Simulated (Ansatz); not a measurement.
# B₁₂H₃₂P₁₂: what the fields show

Input

```
crystal:
  periodic: [false, false, false]
  atoms:
    - {symbol: B, position_ang: [-3.625080, 1.334610, -0.449091]}
    - {symbol: B, position_ang: [-1.675194, -3.069492, 2.120796]}
    - {symbol: B, position_ang: [1.013649, -3.308455, -0.624014]}
    - {symbol: B, position_ang: [-1.357332, 1.359005, -2.769296]}
    - {symbol: B, position_ang: [0.955431, -0.951226, -2.844112]}
    - {symbol: B, position_ang: [-1.296221, -0.979385, -0.555351]}
    - {symbol: B, position_ang: [-1.266641, 1.263062, 1.809258]}
    - {symbol: B, position_ang: [1.022198, -1.022806, 1.683852]}
    - {symbol: B, position_ang: [0.978796, 1.297956, -0.552894]}
    - {symbol: B, position_ang: [-1.337671, 3.624207, -0.446526]}
    - {symbol: B, position_ang: [3.309809, -1.010766, -0.621774]}
    - {symbol: B, position_ang: [3.066931, 1.675621, 2.124421]}
    - {symbol: P, position_ang: [-2.423111, -2.072447, 0.619507]}
    - {symbol: P, position_ang: [-2.456923, 0.242643, -1.583576]}
    - {symbol: P, position_ang: [-2.387315, 2.384212, 0.653528]}
    - {symbol: P, position_ang: [-0.119732, -2.096059, -1.661771]}
    - {symbol: P, position_ang: [-0.134458, -2.111553, 2.836267]}
    - {symbol: P, position_ang: [2.118645, -2.117644, 0.472022]}
    - {symbol: P, position_ang: [-0.217941, 0.221999, -3.848895]}
    - {symbol: P, position_ang: [-0.243362, 2.458442, -1.581209]}
    - {symbol: P, position_ang: [2.097890, 0.123568, -1.659160]}
    - {symbol: P, position_ang: [-0.161325, 0.160614, 0.614800]}
    - {symbol: P, position_ang: [2.109772, 0.133432, 2.837855]}
    - {symbol: P, position_ang: [2.068911, 2.424890, 0.624580]}
    - {symbol: H, position_ang: [-4.253988, 2.067926, -1.190642]}
    - {symbol: H, position_ang: [-4.317004, 0.597241, 0.233659]}
    - {symbol: H, position_ang: [-2.510262, -3.155032, 2.998830]}
    - {symbol: H, position_ang: [-1.272757, -4.129891, 1.699652]}
    - {symbol: H, position_ang: [1.755839, -3.882884, -1.398938]}
    - {symbol: H, position_ang: [0.313642, -4.030273, 0.056097]}
    - {symbol: H, position_ang: [-2.065376, 2.067071, -3.454933]}
    - {symbol: H, position_ang: [1.642063, -1.636335, -3.574534]}
    - {symbol: H, position_ang: [-1.952306, 0.501886, 2.481230]}
    - {symbol: H, position_ang: [-0.507293, 1.948387, 2.483629]}
    - {symbol: H, position_ang: [-2.070773, 4.253334, -1.188105]}
    - {symbol: H, position_ang: [-0.601712, 4.316103, 0.237769]}
    - {symbol: H, position_ang: [3.884951, -1.751736, -1.397347]}
    - {symbol: H, position_ang: [4.030969, -0.311616, 0.059878]}
    - {symbol: H, position_ang: [4.127359, 1.274252, 1.702364]}
    - {symbol: H, position_ang: [3.152347, 2.509503, 3.003599]}
    - {symbol: H, position_ang: [-3.138207, -2.985723, -0.198074]}
    - {symbol: H, position_ang: [-3.477933, -1.233163, 1.048709]}
    - {symbol: H, position_ang: [-3.234723, -0.597550, -2.433387]}
    - {symbol: H, position_ang: [-3.187606, 3.182737, 1.512734]}
    - {symbol: H, position_ang: [-0.968439, -2.868416, -2.506178]}
    - {symbol: H, position_ang: [0.685641, -3.034337, 3.537472]}
    - {symbol: H, position_ang: [-0.530593, -1.277797, 3.911188]}
    - {symbol: H, position_ang: [2.928257, -2.927435, 1.317769]}
    - {symbol: H, position_ang: [-0.996318, -0.536407, -4.764285]}
    - {symbol: H, position_ang: [0.540624, 1.002171, -4.762629]}
    - {symbol: H, position_ang: [0.596930, 3.238062, -2.429266]}
    - {symbol: H, position_ang: [2.870681, 0.973773, -2.501670]}
    - {symbol: H, position_ang: [1.275462, 0.527841, 3.912987]}
    - {symbol: H, position_ang: [3.032859, -0.686841, 3.538454]}
    - {symbol: H, position_ang: [1.227078, 3.476819, 1.055828]}
    - {symbol: H, position_ang: [2.980865, 3.143883, -0.191054]}
basis:
  gaussian: {orbitals: def2-SVP, fitting: {mean_field: def2-universal-jkfit}, initial_orbitals: start.molden}
hamiltonian: {xc: pbe0, dispersion: d4}
scf: {omitted_lower_state_checks: [starts]}
output: {orbitals: {seedname: orbitals}}
```

Launched as:

```sh
ansatz run in.yaml --threads 2 --pin off --events-out ev --progress --plain --max-ram 32768MiB --backend cuda --devices 0, --max-vram 18GiB
```

Geometry: r2SCAN-D4/def2-SVP.

Theory: RKS PBE0-D4/def2-SVP (Ansatz).

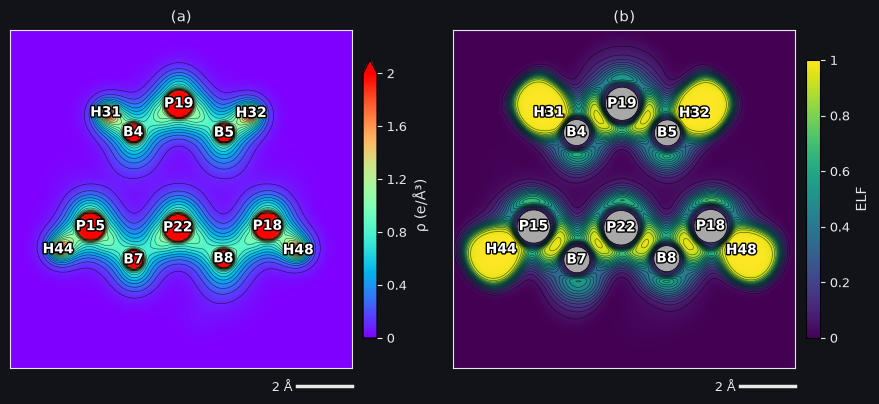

Figure 1. (a) electron density; (b) electron localisation function on the plane of atoms P19, B4 and H31. Grey discs cover the atomic cores in the ELF map.

Question: Interpret the plot.

Answer:
- The plane passes through B, P and H nuclei.
- B–P (1.94 Å): ρ is about 0.95 e/Å³ halfway, with its minimum of 0.83 e/Å³ about 0.6 Å from B; the ELF peaks at about 0.95 between the atoms, as expected for a shared electron pair.
- B–H (1.21 Å): ρ is about 1.1 e/Å³ halfway; the ELF climbs to about 1 towards the hydrogen, as it does in any bond to H (an ordinary covalent bond to hydrogen).
- B–P (1.99 Å): ρ is about 0.88 e/Å³ halfway; the ELF peaks at about 0.95 between the atoms; a shared electron pair.
- P–H (1.42 Å): ρ at the midpoint is about 1.1 e/Å³; the ELF climbs to about 1 towards the hydrogen.

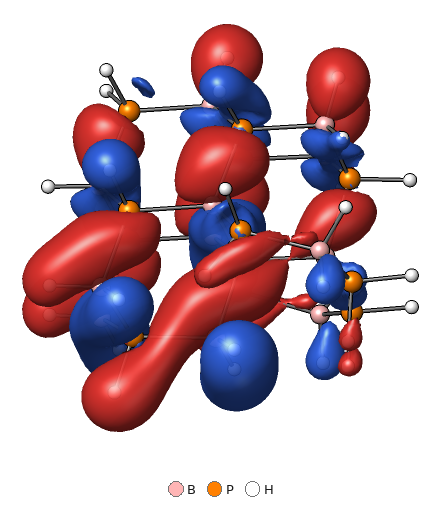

Figure 2. The HOMO−1 at ±0.05 Å⁻³ᐟ² (red and blue are the two phases), seen from one side.

Question: What is the character of this orbital?

Answer: No atom holds more than about 10 % of it (Hirshfeld); by element the shares are P 40 %, B 35 % and H 25 %. Its energy is −7.20 eV.
